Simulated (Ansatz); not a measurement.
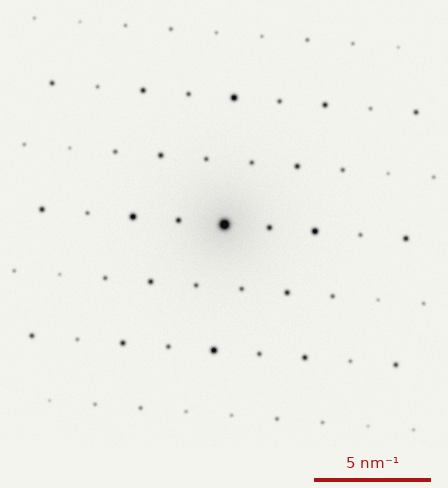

Simulated selected-area electron diffraction pattern (80 kV, kinematic approximation, thin crystal, B = 1 Å² for all atoms).

**Read the repeat vectors of the pattern off the scale bar.**

The spots form a centred rectangular net whose two shortest vectors correspond to d = 5.07 Å and 3.44 Å, 70.2° apart.

**What is the point symmetry of the pattern, intensities included?**

2mm. A zero-layer kinematic pattern is always centrosymmetric (Friedel's law).

**What was simulated?**

This cannot be fixed from one zone alone; the pattern is [100] of YRh₂C₂, space group I4/mmm (No. 139), a = 3.65 Å, c = 10.14 Å. The net vectors are 0 0 2 and 0 1 1. Structure: the end point of a relaxation with DFT PBE, scalar-relativistic, plane waves, PAW (Ansatz); the starting structure was generated, so it need not be a known form of this composition.
